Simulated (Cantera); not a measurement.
Feed: 1 mol Si, 8 mol Cl2, 17 mol N2, a varied amount of NF3, at 1050 °C and 13.3 mbar.

Equilibrium computed with Cantera from the NASA thermochemical tables; the gas is ideal and each condensed phase is pure. Candidate condensed phases: Si, Si3N4; 24 gas species. Rates play no part.

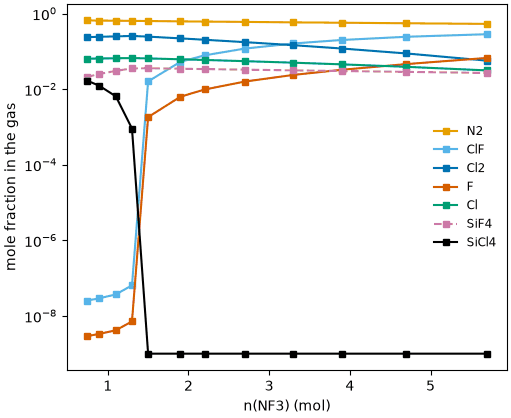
Fig. 1. Equilibrium gas composition (values under 1e-9 drawn at 1e-9)

From 0.74 mol NF3 to 5.7 mol NF3 nothing is condensed. The main Si-bearing gas is SiF4 throughout.
